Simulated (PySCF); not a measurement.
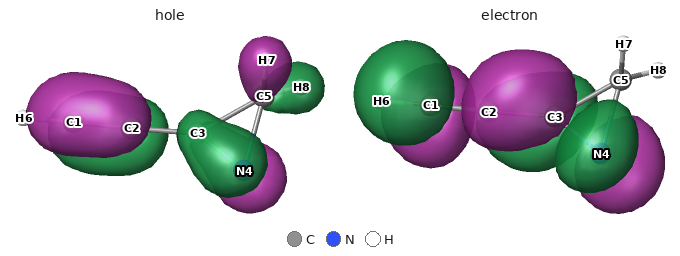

C$_{4}$H$_{3}$N, SMILES `C#CC1=NC1`. Leading natural transition orbital pair of S₂ (TDA singlet states); the surfaces enclose about 78 % of each orbital's density.

Level of theory: CAM-B3LYP/6-311+G** (PySCF), at a geometry from GFN2-xTB. No frequency check shows the geometry to be a minimum.

Geometry (Å), atoms numbered from 1:

```
C1      -2.2977    0.1028   -0.0001
C2      -1.0986   -0.0156    0.0003
C3       0.2706   -0.1120   -0.0001
N4       1.2994   -0.8445    0.0000
C5       1.5352    0.6223   -0.0000
H6      -3.3436    0.1841    0.0001
H7       1.8951    1.0711    0.9171
H8       1.8952    1.0711   -0.9170
```

**What kind of excitation is it, and where does it lie?**

5.54 eV (224 nm), f = 0.083, π → π*; the leading pair carries 68 %; hole on C1 (31 %), C2 (23 %) and N4 (21 %), electron on C1 (30 %), C2 (21 %) and N4 (19 %) (shares are of the whole state, not of the leading pair alone); their centroids lie 0.3 Å apart. In canonical orbitals it is mainly HOMO−1 → LUMO (65 %). The HOMO–LUMO gap is 8.23 eV.

Cost of the run: 5.2 min on 1 thread of Arm Neoverse V2, on a shared host, peak memory 0.68 GiB.
